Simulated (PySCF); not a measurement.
```xyz
4

Y     0.0000    0.0000   -0.2362
O     0.0000    0.0000    1.8994
H     0.7836    0.0000    2.5276
H    -0.7836    0.0000    2.5276
```

Core potentials replace the inner electrons of Y.

All numbers below come from PySCF 2.14.0, RKS PBE0, Y def2-SVP with ECP28, O def2-SVP, H def2-SVP; non-relativistic Hamiltonian with scalar-relativistic core potentials where named; density fitting.

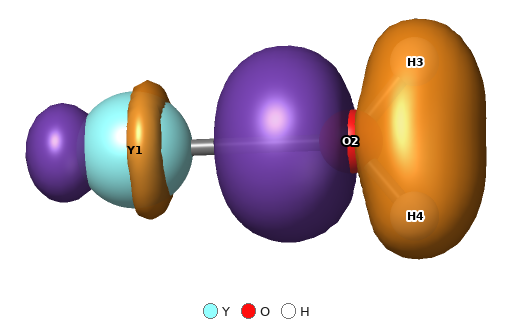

H₂OY (charge +3). The HOMO−1 at ±0.15 Å⁻³ᐟ² (orange and purple are the two phases), seen at a tilt.

Describe this orbital and give its energy.

Answer. It lies mainly on O2 (about 75 %), Y1 (about 15 %), H3 (about 5 %) and H4 (about 5 %); it is symmetric in the molecular plane (an in-plane orbital: σ, lone-pair or in-plane π type); largely a lone pair of O2. Its energy is −32.01 eV.
